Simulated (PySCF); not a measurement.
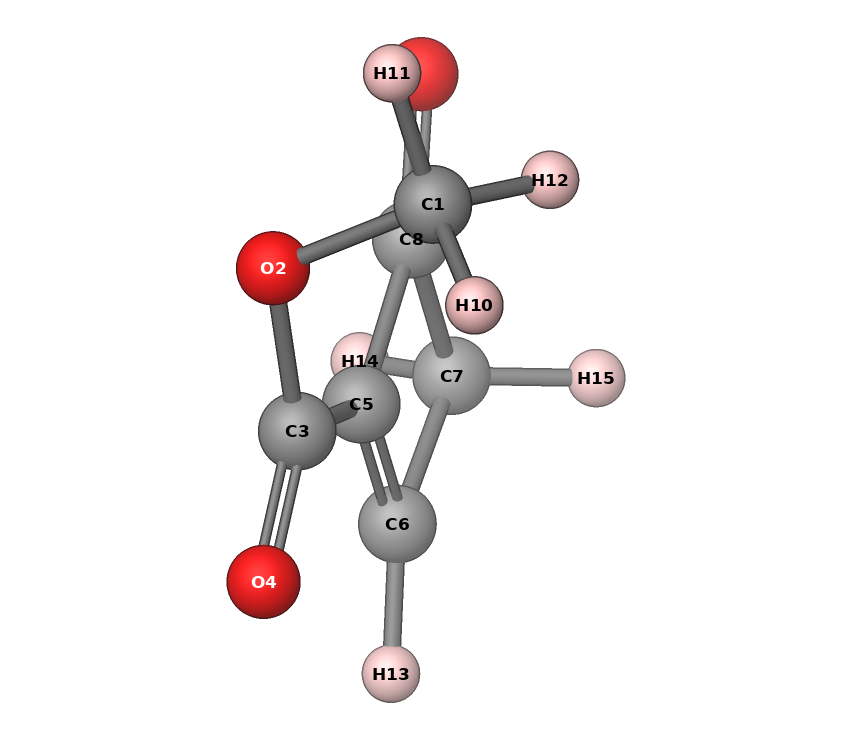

C5 lies behind C3. The molecule seen a little off the C3–C5 bond, C3 in front. Distant atoms are faded towards the background colour. Geometry: an image of a reaction path computed with GFN2-xTB, not a minimum.

What is the torsion angle O2–C3–C5–C6? The sign is positive where the front bond must turn clockwise to cover the back bond.

−178°, antiperiplanar (anti).
